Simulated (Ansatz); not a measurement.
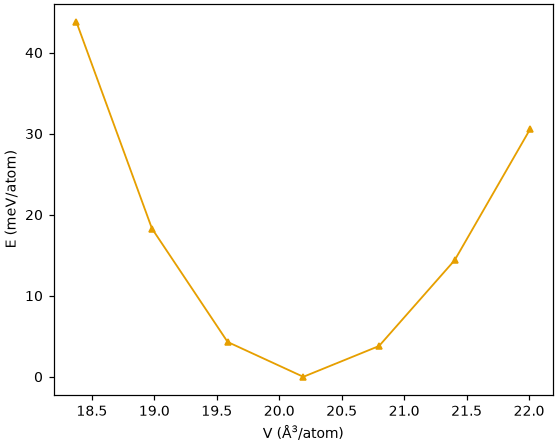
Figure: K4Si23 in space group I-43m (No. 217; Pearson symbol cI54) under volume change, PBE in the plane-wave PAW code Ansatz, shape and atoms relaxed at each volume.

### Question
What does a third-order Birch–Murnaghan fit give for V₀, B₀ and B′?

### Answer
V₀ = 20.19 Å³/atom, B₀ = 71.0 GPa, B′ = 4.9.

The start of the workflow was typed in or built on a structure type; neither database checked (COD, Materials Project) lists it. COD files the formula under space group No. 223, so this cell is another polymorph or a model. Its standing as an ambient phase is unchecked. The cell was relaxed with PBE under the symmetry of its start; its stability against distortions is not shown here.

Potentials: the later of the program's two PAW sets.
